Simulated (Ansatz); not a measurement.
**Fields on a plane of CaTiO3 (cubic perovskite)**

```
CELL_PARAMETERS angstrom
      3.80363     0.00000     0.00000
      0.00000     3.80363     0.00000
      0.00000     0.00000     3.80363
ATOMIC_POSITIONS crystal
  Ca 0.00000 0.00000 0.00000
  Ti 0.50000 0.50000 0.50000
  O  0.00000 0.50000 0.50000
  O  0.50000 0.50000 0.00000
  O  0.50000 0.00000 0.50000
```

The slice is a {210} plane (indices of the conventional cell) through the point (0.500, 0.500, 0.000) (fractional), spanned by u = [100] and v = [021] in vectors of this cell: u (3.80 Å) and v (8.51 Å, at 90° to u). It covers one period; positions are fractions (u, v).

Atoms on it: Ti at (0.00, 0.50); O at (0.50, 0.50); O at (0.00, 0.00). Other atoms lie within 1 Å of the plane.

All values below come from LDA (plane waves to 420 eV, PAW, scalar-relativistic; Ansatz, a quantum-chemistry and plane-wave program). k mesh 9×9×9. Near the nuclei the fields are pseudised (PAW); where an atom keeps semicore shells as valence, they peak there. CaTiO3 is run without spin polarisation. CaTiO3 was relaxed with its symmetry unable to fall. This is a high-temperature form of CaTiO3.

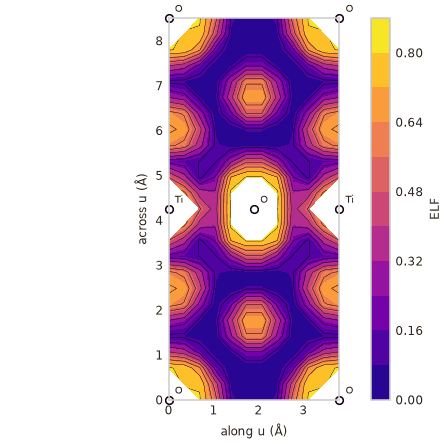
Fig. 1. Electron localisation function (ELF), one period of the plane, atoms marked. Points within 0.4 Å of a nucleus are left white, as the pseudised field means little there.

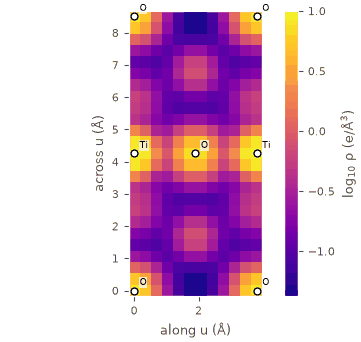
Figure. Log₁₀ of the valence density in e/Å³, one period of the plane, atoms marked. The scale is logarithmic, as a density can span decades between atoms and voids.
